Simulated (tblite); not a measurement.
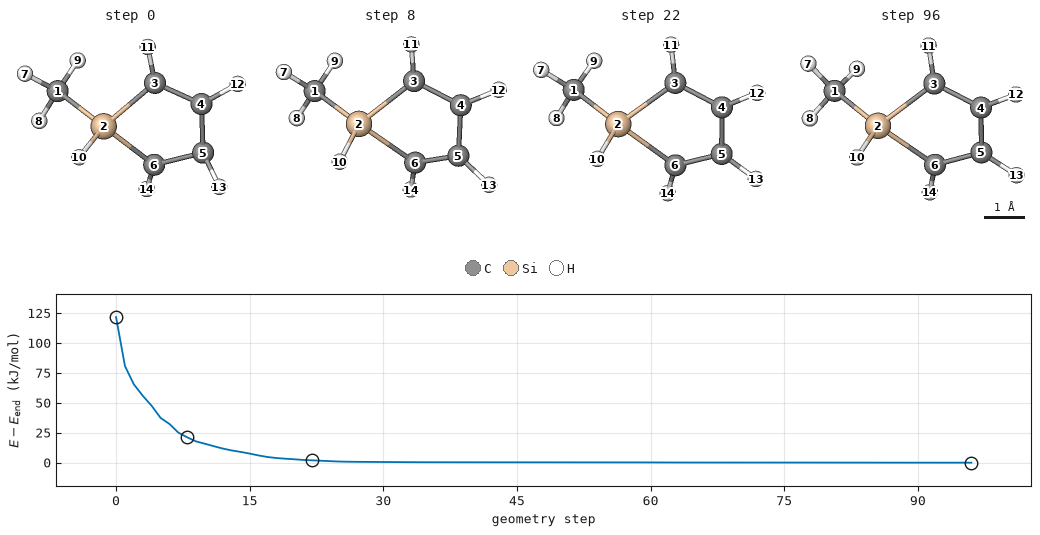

Frames of a relaxation of C5H8Si (charge +1, multiplicity 2), marked on the history of the run. Style: ball-and-stick. Shown at a tilt.

These are results of tblite, GFN2-xTB geometry optimisation, gas phase, not measurements. 

Q: What happens along the run?

A: Over 96 geometry steps the energy falls by 121.7 kJ/mol. H13 moves most after the best rigid fit: 0.86 Å. Largest moves by element: H 0.86 Å, C 0.19 Å, Si 0.15 Å. Some distances before and after: C5–C6 1.476 → 1.350 Å, Si2–C3 1.861 → 1.944 Å, Si2–C6 1.888 → 1.944 Å, C1–H8 1.122 → 1.089 Å. Bond angles that change, for instance: C6–C5–H13 113.0° → 122.7°, Si2–C6–C5 102.8° → 111.4°, C3–Si2–C6 91.5° → 83.5°. From step 0 to 8: H13 moves most (0.35 Å), energy −100.6 kJ/mol. From step 8 to 22: H13 moves most (0.41 Å), energy −19.2 kJ/mol. From step 22 to 96: H9 moves most (0.27 Å), energy −1.96 kJ/mol.

```tsv
step	E − E(0), kJ/mol
0	0.00
1	-40.95
2	-56.27
3	-65.81
4	-74.24
5	-84.33
6	-89.40
7	-96.66
8	-100.61
9	-104.01
10	-105.97
15	-114.14
19	-118.43
24	-120.47
28	-121.09
33	-121.33
37	-121.40
42	-121.43
46	-121.44
51	-121.48
55	-121.50
60	-121.54
64	-121.61
69	-121.63
73	-121.64
78	-121.66
82	-121.69
87	-121.72
91	-121.73
96	-121.74
```
